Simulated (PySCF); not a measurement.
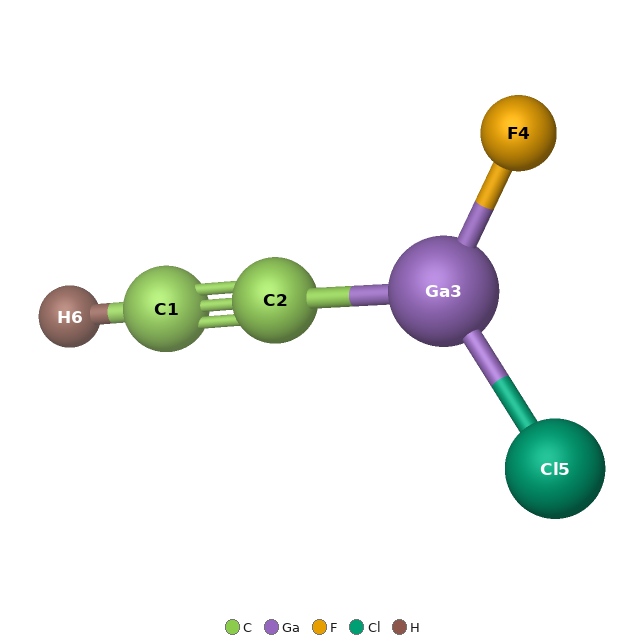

Computed geometry: PBE0-D3(BJ)/def2-SVP optimisation. No frequency run is at hand to confirm it as a minimum.

Which atoms are bonded, and how long are the bonds?

```csv
bond,length (Å)
C1–C2,1.217
C1–H6,1.077
C2–Ga3,1.882
Ga3–F4,1.740
Ga3–Cl5,2.119
```
